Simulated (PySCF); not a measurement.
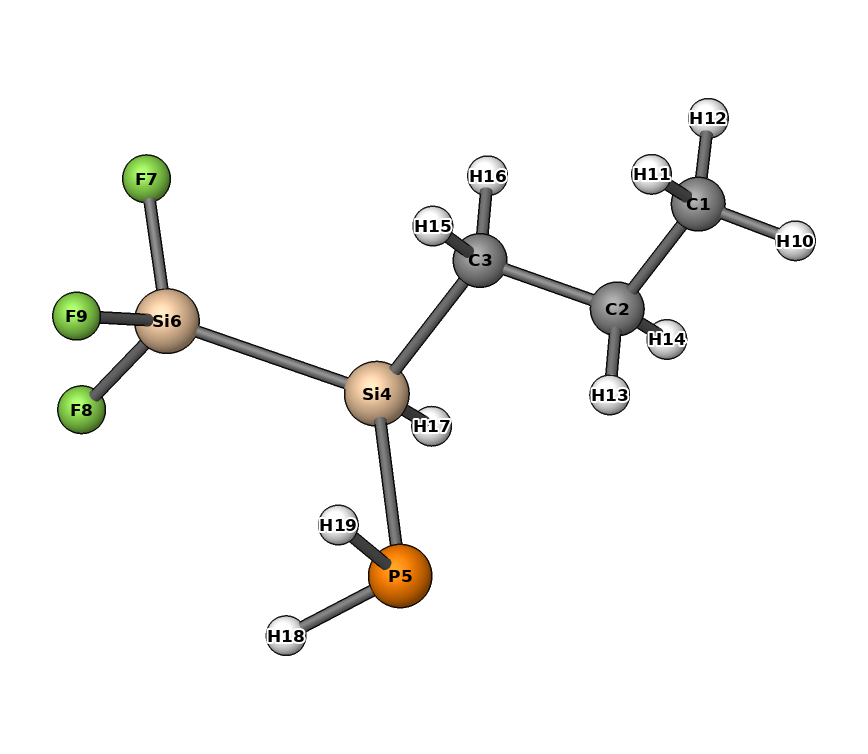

The questions are on isotropic NMR shieldings of the H atoms. The geometry was computed by an optimisation with GFN2-xTB. No frequency run is at hand to confirm it as a minimum. Method: GIAO PBE0/pcSseg-1 NMR shielding, non-relativistic, gas phase (PySCF 2.14.0).

Give the isotropic NMR shieldings of the H atoms atom by atom.

```json
{"atom": "H10", "σ (ppm)": "30.30"}
{"atom": "H11", "σ (ppm)": "30.81"}
{"atom": "H12", "σ (ppm)": "30.68"}
{"atom": "H13", "σ (ppm)": "30.27"}
{"atom": "H14", "σ (ppm)": "30.45"}
{"atom": "H15", "σ (ppm)": "31.19"}
{"atom": "H16", "σ (ppm)": "30.75"}
{"atom": "H17", "σ (ppm)": "27.55"}
{"atom": "H18", "σ (ppm)": "30.51"}
{"atom": "H19", "σ (ppm)": "30.75"}
```

The geometry is semi-empirical. Around P, Si such bond lengths and angles can be off by a tenth of an ångström or more and by several degrees, and values that hang on the shape move with them.
